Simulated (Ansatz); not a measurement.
# GeSe(100) (Pnma bulk, slab 25 Å thick): simulated STM, part 2 of 2

The task: relax GeSe(100) (Pnma bulk, slab 25 Å thick) and compute the vacuum tail of its states by energy, as an STM tip samples it.

Ansatz 0.2.0; DFT PBE, scalar-relativistic, plane waves, PAW. Earlier steps stand in the parts before.

## 3. Densities by energy window

The windows are in eV from the zero of bias; a denser mesh resolves them.

Input file input.yaml:

```yaml
crystal:
  lattice:
    - [3.8355, 0.0, 0.0]
    - [0.0, 4.3954, 0.0]
    - [0.0, 0.0, 41.4606973802]
  atoms:
    - { symbol: Ge, position: [0.75, 0.6113, 0.2050134353] }
    - { symbol: Se, position: [0.25, 0.9976, 0.2116735591] }
    - { symbol: Se, position: [0.75, 0.4976, 0.2657592618] }
    - { symbol: Ge, position: [0.25, 0.1113, 0.2724193754] }
    - { symbol: Ge, position: [0.75, 0.8887, 0.3356552352] }
    - { symbol: Se, position: [0.25, 0.5024, 0.3423153488] }
    - { symbol: Se, position: [0.75, 0.0024, 0.3964010515] }
    - { symbol: Ge, position: [0.25, 0.3887, 0.4030611753] }
    - { symbol: Ge, position: [0.75, 0.6113, 0.4662970248] }
    - { symbol: Se, position: [0.25, 0.9976, 0.4729571487] }
    - { symbol: Se, position: [0.75, 0.4974086691, 0.5280305462] }
    - { symbol: Ge, position: [0.25, 0.1056609093, 0.5343948184] }
    - { symbol: Ge, position: [0.75, 0.8740668884, 0.6021795339] }
    - { symbol: Se, position: [0.25, 0.4786422225, 0.6072700549] }
    - { symbol: Se, position: [0.75, -0.0213300083, 0.6635668864] }
    - { symbol: Ge, position: [0.25, 0.3733609199, 0.6685799439] }
    - { symbol: Ge, position: [0.75, 0.6125747418, 0.7407811125] }
    - { symbol: Se, position: [0.25, 1.0133910057, 0.7428606168] }
    - { symbol: Se, position: [0.75, 0.5108786206, 0.8020674674] }
    - { symbol: Ge, position: [0.25, 0.1091083773, 0.8035533043] }
basis:
  ecutwfc: 420.0
  fft_grid_basis: typed
kpoints:
  mp_grid: { grid: [15, 13, 1] }
hamiltonian:
  xc: pbe
  pseudopotentials: { kind: paw }
scf:
  occupations: { method: gaussian, width: 0.05 }
output:
  forces: true
  eigenvalues: true
  band_densities:
    - { e_range: [-2.4, -1.6] }
    - { e_range: [-1.6, -1.0] }
    - { e_range: [-1.0, -0.65] }
    - { e_range: [-0.65, 0.0] }
    - { e_range: [0.0, 0.65] }
    - { e_range: [0.65, 1.0] }
    - { e_range: [1.0, 1.6] }
    - { e_range: [1.6, 2.2] }
  band_residual_tolerance: 1.0e-05
  write_potential: true
  elf: true
  write_density: true
  volumetric_format: npy
efield:
  axis: 3
  dipole_correction: true
  ramp_width: 0.04
checkpoint:
  read: start.run
  write: ck
  compress: false
  write_wavefunctions: false
  write_every: 100000
```

Started as:

```bash
$ ansatz run input.yaml --threads 4 --pin off --max-ram 8847MiB --backend cpu --events-out ev --progress --plain --runs-dir out
```

The log of the run:

```text
Warning: RAYON_NUM_THREADS=4 ignored (pool sized by the plan → 4); use --threads N
Engine: ansatz 0.2.0, aarch64-unknown-linux-gnu
Pseudopotentials: kind: paw
Pseudopotential: Ge, paw, valence charge 14, recommended cutoff 420 eV (normal), Ge.paw.azcp
Pseudopotential: Se, paw, valence charge 16, recommended cutoff 420 eV (normal), Se.paw.azcp
Functional definition: PBE
  parameter kappa = 0.804
  parameter beta = 0.06672455060314922
  exchange = pbe_x(kappa = kappa, mu = beta*pi^2/3)
  correlation = pbe_c(beta = beta)
Crystal: 20 atoms, lattice volume = 698.968 Å³
Basis set: ecut = 420 eV, 13713 PW (Γ), exchange–correlation on 54×60×576 points (8 copies of the dense FFT grid, shifted against one another)
Bands: 180, of which v1, the nominal top of the filled ones, is band 150 counted from 1 (149 counted from 0)
Symmetry: 2 space group operations
Space group: Pm (ITA 6), of the structure as read, at distance tolerance 8.9e-5 Å
k-points: 56 of 195 (time reversal used)
Non-local potential: Ge, projectors of the file, l = 0: 2, l = 1: 2, l = 2: 3, l = 3: 1
Non-local potential: Se, projectors of the file, l = 0: 2, l = 1: 2, l = 2: 3, l = 3: 1
PAW form: soft (Blöchl's): semilocal exchange-correlation on the pseudo side does not see the compensation charge
PAW one-centre angular grid: Ge, 590 points (default); XC on 64 Gauss nodes
PAW one-centre angular grid: Se, 590 points (default); XC on 64 Gauss nodes
Initial density: read from a saved state, or passed on in memory by an earlier SCF of this step, an earlier step, the calling program or the single point that the run made first
Stability of the state it starts from, as read at its close in the unpolarized treatment: not read negative (Ritz values of 1 − χ₀K, real part plus size of imaginary part, from 1.0 to 1.1, by its mixing steps under the symmetry group of the SCF that read it)
Initial wavefunctions: pseudopotential atomic-orbital guess
Functional: x = pbe(κ = 0.804, μ = 0.2195149727645171), c = pbe(β = 0.06672455060314922)
iter 1 solved again at ethr=5.78e-8 eV; its pass at ethr=3.10e-3 eV (dr2=1.73e-4 eV) is discarded
SCF iter   1: F=—  HF=-97644.890778 eV  |F-HF|=—  |Δ(HF+E_count)|=         —  Δρ=7.30e-5  dr2=5.08e-5  ethr=5.78e-8  p=-0.003 e·Å  D=-7.28e-4 V/Å  ΔV_dip=0.03 eV  dr2_dipole=3.99e-7  V_vac-E_F(+/−)=4.12/4.09 eV  ⟨swp⟩=4.9  Hψ=67340  notcnv=0
efield: sawtooth ramp at fractional position 0.9800 (handed on by an earlier solve), width 0.0400; the density the first Hamiltonian is built on has a dipole p = -0.003 e·Å; the dipole correction subtracts the counter field D = -7.28e-4 V/Å, which shifts the + side's vacuum level by +0.03 eV against the − side's; the planar-averaged density in the ramp window peaks in size at 1.0e-5 e/Å³
preconditioner: auto → Resta (q_TF=auto, 2.370 Å⁻¹)  ε∞=3.4  [insulator: Δε(μ)=0.690 eV  Ē_g=9.144 eV  σ=0.050 eV  W_gap=1.00  n_scr=178 (ndim 8)  ℏωp=14.0 eV  f_vac=0.330  D(μ)=0.00/eV (n_scr^D=0)  ε∞_Penn≈3.4  vacuum switching on, ρ_ref=6.1e-3 e/Å³]
SCF iter   2: F=—  HF=-97644.890507 eV  |F-HF|=—  |Δ(HF+E_count)|=   2.71e-4  Δρ=3.40e-5  dr2=1.01e-5  ethr=1.69e-8  p=-0.003 e·Å  D=-7.93e-4 V/Å  ΔV_dip=0.03 eV  dr2_dipole=7.13e-7  V_vac-E_F(+/−)=4.13/4.09 eV  ⟨swp⟩=2.0  Hψ=11920  notcnv=0
SCF iter   3: F=—  HF=-97644.890507 eV  |F-HF|=—  |Δ(HF+E_count)|=   3.40e-7  Δρ=1.32e-5  dr2=9.15e-6  ethr=3.36e-9  p=-0.002 e·Å  D=-6.14e-4 V/Å  ΔV_dip=0.03 eV  dr2_dipole=8.52e-6  V_vac-E_F(+/−)=4.12/4.10 eV  ⟨swp⟩=2.1  Hψ=18178  notcnv=0
SCF iter   4: F=—  HF=-97644.890506 eV  |F-HF|=—  |Δ(HF+E_count)|=   9.76e-7  Δρ=7.49e-6  dr2=1.46e-6  ethr=3.05e-9  p=-0.003 e·Å  D=-7.98e-4 V/Å  ΔV_dip=0.03 eV  dr2_dipole=1.21e-6  V_vac-E_F(+/−)=4.13/4.09 eV  ⟨swp⟩=2.0  Hψ=10855  notcnv=0
SCF iter   5: F=—  HF=-97644.890506 eV  |F-HF|=—  |Δ(HF+E_count)|=   4.16e-8  Δρ=3.55e-6  dr2=4.00e-7  ethr=4.88e-10  p=-0.003 e·Å  D=-7.48e-4 V/Å  ΔV_dip=0.03 eV  dr2_dipole=9.72e-13  V_vac-E_F(+/−)=4.12/4.09 eV  ⟨swp⟩=1.9  Hψ=10696  notcnv=0
SCF iter   6: F=—  HF=-97644.890506 eV  |F-HF|=—  |Δ(HF+E_count)|=   2.20e-8  Δρ=1.71e-6  dr2=1.27e-7  ethr=1.33e-10  p=-0.003 e·Å  D=-7.48e-4 V/Å  ΔV_dip=0.03 eV  dr2_dipole=4.00e-9  V_vac-E_F(+/−)=4.12/4.09 eV  ⟨swp⟩=2.0  Hψ=10859  notcnv=0
SCF iter   7: F=-97644.890506 eV  HF=-97644.890506 eV  |F-HF|=2.04e-9  |Δ(HF+E_count)|=   4.47e-9  Δρ=7.79e-7  dr2=1.36e-8  ethr=3.33e-11  p=-0.003 e·Å  D=-7.46e-4 V/Å  ΔV_dip=0.03 eV  dr2_dipole=3.55e-11  V_vac-E_F(+/−)=4.12/4.09 eV  ⟨swp⟩=14.3  Hψ=68694  notcnv=0
SCF 1 converged in 7 iterations: F = -97644.890506 eV  dr2 = 1.36e-8
NSCF: frozen V_eff on 10 k-points
efield: sawtooth ramp at fractional position 0.9800 (kept from the solve that this one continues, or follows in the run), width 0.0400; the density the first Hamiltonian is built on has a dipole p = -0.003 e·Å; the dipole correction subtracts the counter field D = -7.46e-4 V/Å, which shifts the + side's vacuum level by +0.03 eV against the − side's; the planar-averaged density in the ramp window peaks in size at 1.0e-5 e/Å³
WARN: The output density's exchange-correlation potential varies sharply where the density is thin. Do not read a vacuum level from v_tot or v_xc, or from such a field of the output density. On a cell that repeats whose density bears no net charge and no dipole along the vacuum's axis use v_es (v_loc + v_h of the components); under efield.dipole_correction with no amplitude use v_es + v_field, which holds any external_charges[].barrier, or the levels of the report's work_function block, which leave it out; under a non-zero efield.amplitude the vacuum is tilted and has no level; on a cell that repeats and bears such a dipole with no correction it is tilted too, and efield.dipole_correction with no amplitude gives each side of its ramp a level where efield: is served; in a cell that repeats whose density bears a net charge (total_charge, or a fill off its count) it is curved and has none; of a slab under crystal.periodic whose density bears no net charge use v_es, which has a level on each side, short of where the two are joined; of another it falls or rises all the way out and has none; of a slab beside external_charges read slab_vacuum_level instead, which it has where they leave it neutral. The grid or the basis barely resolves most such structure, and the values can differ between equally converged runs; as a rule a tighter scf.convergence.dr2_threshold does not remove it. Where the density itself ripples (under the LDA too) a higher basis.ecutwfc lessens it. The files hold the spikes' plane waves up to the density's cutoff. Files: v_tot_of_output_density and the like, and their columns of v_z.tsv (output.write_potential); v_xc_of_output_density and the like, and their columns of v_comp_z.tsv (output.write_potential_components). Measured: with its Gaussian average of σ = 0.25 Å subtracted twice, the exchange-correlation potential is over 0.1 eV at 1 of the grid points where the equally averaged density (valence and model cores) is under 1e-3 e/Å³, and 0.122 eV at the most among them, at an averaged density of 2.0e-9 e/Å³. See output.write_potential in the manual, Limitations
SCF converged after 7 iterations
Free energy (F): -97644.890506 eV
Harris-Foulkes:  -97644.890506 eV  (|F-HF|=2.04e-9)
Internal energy: -97644.890506 eV  (E = F + TS)
E sigma→0 (E₀):  -97644.890506 eV
Fermi energy:    4.542914 eV
Dipole field:    D = -0.000741 V/Å  (p = -0.002864 e·Å, saw-weighted, corrected)
Work function:   Φ+ = 4.1247 eV   Φ− = 4.0939 eV
Levels:          The Fermi level and band energies are counted from a zero that moves with the ramp; work functions are not
--- Per-component energies (eV) ---
  E_band       = -6543.499089
  E_kinetic    = 2277.780992
  E_local      = -428156.254536  (includes V_loc(G=0)·N_el)
  E_nonlocal   = -1814.412171
  E_hartree    = 211810.240191
  E_xc         = -1794.452811
  E_vxc        = -1620.944271  (∫ρ·V_xc dr)
  E_paw        = -39263.030637  (= ΣΔE_a)
  E_vpaw       = -850.199495  (= ΣTr[D̂ρ^β])
  E_aug_tail   = -0.003102  (compensation charges beyond the density's cutoff)
  E_efield     = 0.000001  (sawtooth field / dipole correction)
  E_vefield    = 0.029928  (∫n·V_field dr)
  E_ewald      = 159295.241567
  E_smearing   = -0.000000  (= −TS)
  E_closure    = -0.000000  (closes the sum)
  Σ components = -97644.890506   (vs F -97644.890506, Δ=0.00e0)
--- Forces (eV/Å), atoms counted from 1 ---
  atom   1  Ge     0.00000000    -0.14795951     0.08575507
  atom   2  Se     0.00000000     0.12394336    -0.23098277
  atom   3  Se     0.00000000     0.13947740    -0.05060566
  atom   4  Ge     0.00000000    -0.11668596     0.04500143
  atom   5  Ge     0.00000000     0.09059399    -0.10965935
  atom   6  Se     0.00000000    -0.08925938    -0.08242849
  atom   7  Se     0.00000000    -0.10268320     0.08253838
  atom   8  Ge     0.00000000     0.08794134     0.11602920
  atom   9  Ge     0.00000000    -0.11032825     0.07675114
  atom  10  Se     0.00000000     0.11152072     0.05303340
  atom  11  Se     0.00000000     0.00034287    -0.00769237
  atom  12  Ge     0.00000000     0.01186238     0.00175212
  atom  13  Ge     0.00000000    -0.00640663     0.00055691
  atom  14  Se     0.00000000     0.00556813     0.00813494
  atom  15  Se     0.00000000     0.00178244     0.00761100
  atom  16  Ge     0.00000000     0.00820367    -0.00038767
  atom  17  Ge     0.00000000    -0.00878795     0.00400994
  atom  18  Se     0.00000000    -0.01443694     0.00547753
  atom  19  Se     0.00000000    -0.00404881     0.00155683
  atom  20  Ge     0.00000000     0.01936212    -0.00644949
  max |Σ_I F_I| component: 2.08e-6 eV/Å
--- Band table (eV; the first three rows and the last of 56) ---
  k-point 0: bands = ["-43.5238", "-43.5224", "-43.5165", "-43.5151", "-43.4996", "-43.4984", "-43.4946", "-43.4934", "-43.4876", "-43.4845", "-43.4803", "-43.4770", "-43.4755", "-43.4740", "-43.4731", "-43.4695", "-43.4657", "-43.4643", "-43.4641", "-43.4599", "-43.4570", "-43.4501", "-43.4490", "-43.4487", "-43.4394", "-43.4383", "-43.4371", "-43.4356", "-43.4264", "-43.4247", "-43.4232", "-43.4187", "-43.4144", "-43.4051", "-43.4039", "-43.4030", "-43.4024", "-43.3992", "-43.3992", "-43.3979", "-43.3889", "-43.3888", "-43.3851", "-43.3744", "-43.3667", "-43.3603", "-43.3593", "-43.3553", "-43.3512", "-43.3414", "-20.4759", "-20.4721", "-20.4708", "-20.4694", "-20.4656", "-20.4638", "-20.4532", "-20.4494", "-20.4450", "-20.4422", "-20.4397", "-20.4395", "-20.4363", "-20.4349", "-20.4341", "-20.4328", "-20.4319", "-20.4305", "-20.4299", "-20.4287", "-20.4279", "-20.4261", "-20.4239", "-20.4199", "-20.4177", "-20.4161", "-20.4124", "-20.4087", "-20.4039", "-20.4033", "-20.4024", "-20.4020", "-20.4016", "-20.4003", "-20.3999", "-20.3915", "-20.3911", "-20.3904", "-20.3898", "-20.3895", "-20.3883", "-20.3811", "-20.3797", "-20.3786", "-20.3765", "-20.3661", "-20.3603", "-20.3563", "-20.3485", "-20.3374", "-10.3809", "-10.2199", "-10.1578", "-10.0742", "-9.9867", "-8.9586", "-8.8143", "-8.6782", "-8.5609", "-8.4669", "-3.8983", "-3.6821", "-3.5551", "-3.4127", "-3.2993", "-1.6788", "-1.6083", "-1.5089", "-1.4269", "-1.3302", "-1.1137", "-0.8100", "-0.4237", "-0.0347", "0.3094", "0.4413", "0.6255", "0.7058", "0.7832", "0.8205", "0.8982", "0.9599", "1.0392", "1.1405", "1.2384", "2.0426", "2.0893", "2.1244", "2.1709", "2.2969", "2.3094", "2.4579", "2.5868", "2.6788", "2.6831", "3.3665", "3.4959", "3.7118", "3.8715", "3.9845", "4.8878", "5.3993", "6.0627", "6.5306", "6.5757", "6.6941", "6.7517", "6.8138", "6.8884", "7.0181", "7.1759", "7.2653", "7.4922", "7.5395", "7.6100", "7.7416", "7.9510", "8.0831", "8.2205", "8.3594", "8.3688", "8.5054", "9.1043", "9.2355", "9.3088", "9.3864", "9.4797", "9.5198", "9.5666", "9.6789"]
[... 3 lines left out ...]
--- Band densities, each state counted as filled ---
  window                                       electrons  max residual (eV)  cut levels
  e_range: [-2.4, -1.6]                        11.682051             3.3e-9           0
  e_range: [-1.6, -1]                           7.733333             2.6e-9           0
  e_range: [-1, -0.65]                          2.338462             2.0e-9           0
  e_range: [-0.65, 0]                           0.461538             2.2e-9           0
  e_range: [0, 0.65]                            0.892308             3.2e-6           0
  e_range: [0.65, 1]                            2.123077             3.4e-6           0
  e_range: [1, 1.6]                             6.492308             3.5e-6           0
  e_range: [1.6, 2.2]                           7.846154             3.5e-6           0
```

It took 9.4 min on 4 threads of Arm Neoverse V1, shared host; peak memory 5.8 GiB.

This gives gap on the mesh 0.69 eV (a mesh can miss band crossings, so it may be none).

band_densities.tsv:

```
# window	n_electrons	max_residual_ev	n_cut_levels
# fermi_ev = 4.542914
# range_zeros_ev = 4.542914
# range_zeros_ev: from where a range's energies are measured, in spin up and in spin down where the run solves two channels
e_range_-2.4_-1.6	11.682051	3.274e-9	0
e_range_-1.6_-1	7.733333	2.648e-9	0
e_range_-1_-0.65	2.338462	1.998e-9	0
e_range_-0.65_0	0.461538	2.165e-9	0
e_range_0_0.65	0.892308	3.232e-6	0
e_range_0.65_1	2.123077	3.446e-6	0
e_range_1_1.6	6.492308	3.488e-6	0
e_range_1.6_2.2	7.846154	3.507e-6	0
```

## 4. STM images

Simulated STM (Tersoff–Hamann, s-wave tip, no tip–sample forces). Zero bias lies in the gap, 0.34 eV above the top filled level.

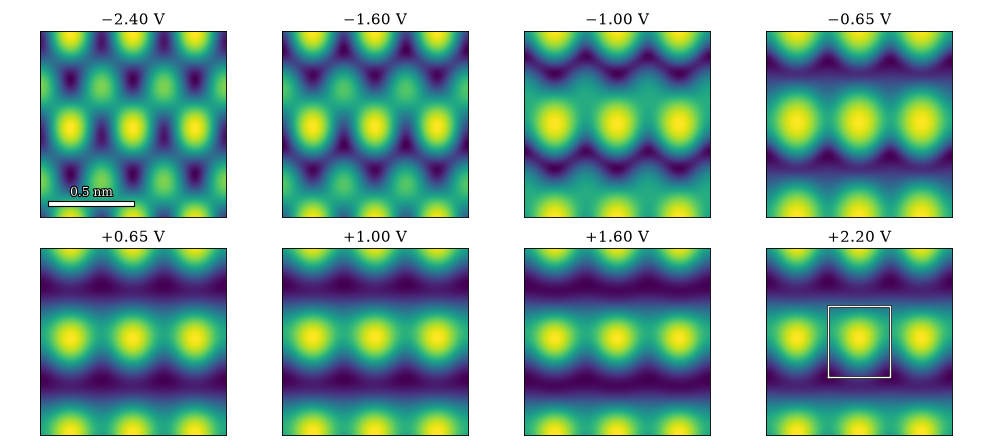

Constant-current images of GeSe(100) (Pnma bulk, slab 25 Å thick) at 8 sample biases, each on its own colour scale; the last shows the surface cell.

*How do the images change with bias?*

```
   bias  set point (e/Å³)  corrugation  brightest over
−2.40 V        4.5 × 10⁻⁵        42 pm    top Ge atoms
−1.60 V        2.6 × 10⁻⁵        50 pm    top Ge atoms
−1.00 V        6.2 × 10⁻⁶        71 pm    top Ge atoms
−0.65 V        1.8 × 10⁻⁶        82 pm    top Ge atoms
+0.65 V        3.6 × 10⁻⁵        27 pm    top Ge atoms
+1.00 V        1.3 × 10⁻⁴        25 pm    top Ge atoms
+1.60 V        3.6 × 10⁻⁴        20 pm    top Ge atoms
+2.20 V        6.6 × 10⁻⁴        29 pm    top Ge atoms
```

The slab has a gap of 0.69 eV on its k-mesh, so no current flows between −0.34 V and +0.34 V.

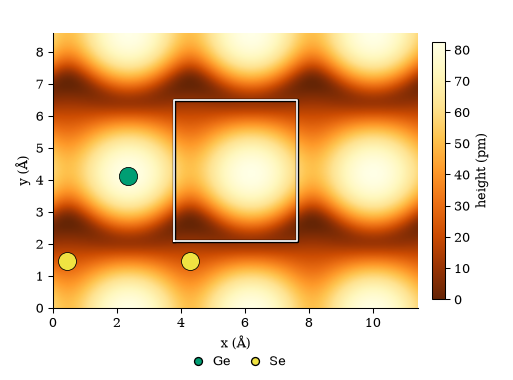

Constant-current image at a set point of 1.8 × 10⁻⁶ e/Å³, bias −0.65 V (filled states); exposed atoms are drawn over one corner and one cell is outlined.

The brightest spots lie over the top Ge atoms; the darkest points are over hollow sites. The corrugation is 82 pm at a mean tip height of 3.4 Å.

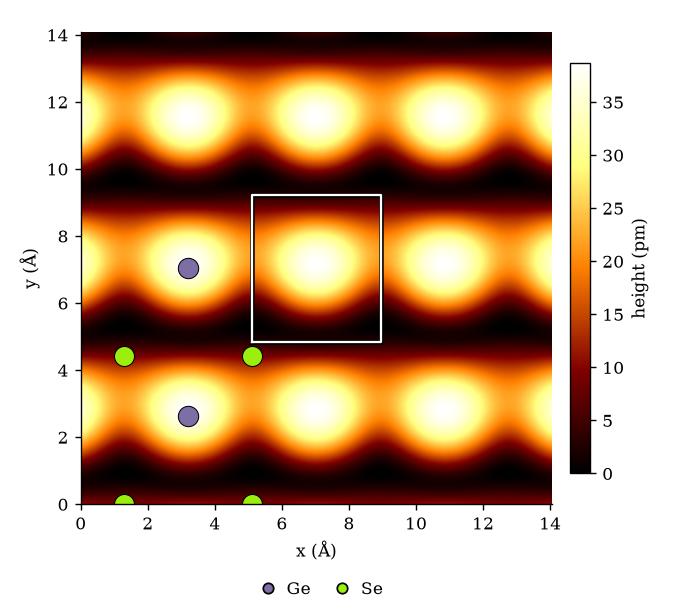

Constant-current image at a set point of 9.0 × 10⁻⁵ e/Å³, bias +0.65 V (empty states); exposed atoms are drawn over one corner and one cell is outlined.

The brightest spots lie over the top Ge atoms; the darkest points are over hollow sites. The corrugation is 39 pm at a mean tip height of 3.0 Å.

## 5. Decay, spin and depth

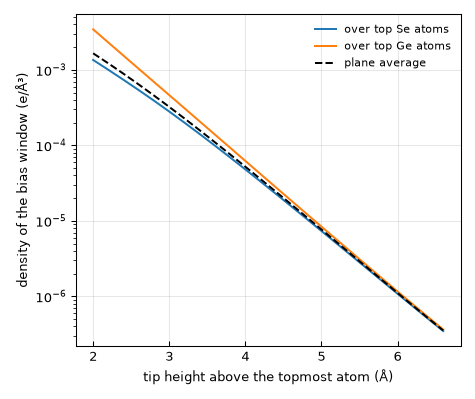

Approach curves over GeSe(100) (Pnma bulk, slab 25 Å thick) at a sample bias of +1.00 V.

*Estimate the decay constant and the apparent barrier, and compare with the vacuum level.*

Near 4 Å the plane average falls as exp(−1.88 z/Å), a factor of 6.6 per ångström, which gives an apparent barrier of 3.4 eV (0.952 eV Å² times the slope squared). The vacuum level lies 4.12 eV above zero bias.

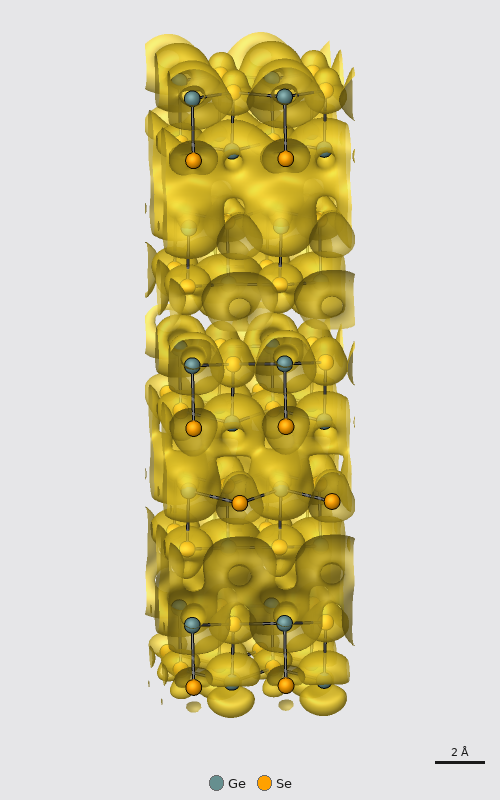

Density of all states between +0.65 and +1.00 eV from the zero of bias in the gap in GeSe(100) (Pnma bulk, slab 25 Å thick): yellow isosurface at 5.6 × 10⁻³ e/Å³, seen from the side.

The density is that of the smooth PAW orbitals, smoothed near the nuclei.

*Where in the slab do these states sit?*

The window holds 2.1 states per cell. Shares by plane, top to bottom: GeSe 10 %, GeSe 11 %, GeSe 10 %, GeSe 10 %, GeSe 9 %, GeSe 10 %, GeSe 11 %, GeSe 11 %, GeSe 10 %, GeSe 9 %. The states spread through the slab.

## 6. What came out

This closing draws on all 2 parts.

```
                             quantity    value
vacuum level over zero bias, top face  4.12 eV
          gap of the slab on its mesh  0.69 eV
 corrugation at −0.65 V, tip 3.4 Å up    82 pm
 corrugation at +0.65 V, tip 3.0 Å up    39 pm
```

At −0.65 V the brightest spots lie over the top Ge atoms; the darkest points are over hollow sites. At +0.65 V the brightest spots lie over the top Ge atoms; the darkest points are over hollow sites. The model has an s-wave tip and no tip-sample forces.

The gaps are Kohn-Sham values of a semilocal functional, not quasiparticle or optical gaps. Such gaps usually fall short of the measured ones.
